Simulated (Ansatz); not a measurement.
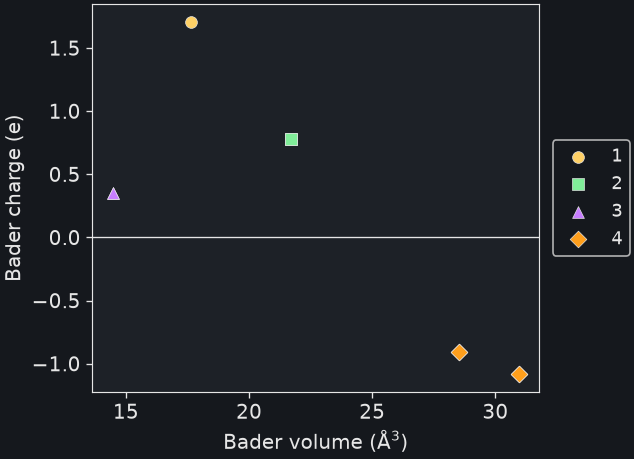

Bader charges of the atoms (positive: electrons lost), against the volumes of their basins.

Calculation on K₂EuCu₂S₄, space group C2/m (No. 12), 9 atoms in the cell, a structure borrowed from another compound.

Method: DFT with LDA, PAW plane waves, on-site exact exchange 0.28 on Cu d; on-site exact exchange 0.15 on Eu f, spin-polarised, 5×5×3 k mesh, 420 eV cutoff, Fermi-Dirac smearing of 0.078 eV (Ansatz 0.2.0).

Question: Which number is which element?

Answer: 1 is Eu; 2 is K; 3 is Cu; 4 is S. The Bader charges are Eu +1.71 e, K +0.78 e, Cu +0.35 e and S from −1.08 to −0.91 e.

The structure was built from a prototype or by substitution, so it need not be a known phase. The atoms aren't at rest in this cell (largest force 0.9 eV/Å), so the relaxed material can differ. The cell is at −6 GPa in this functional. Spin-orbit coupling is left out, which matters for Eu.
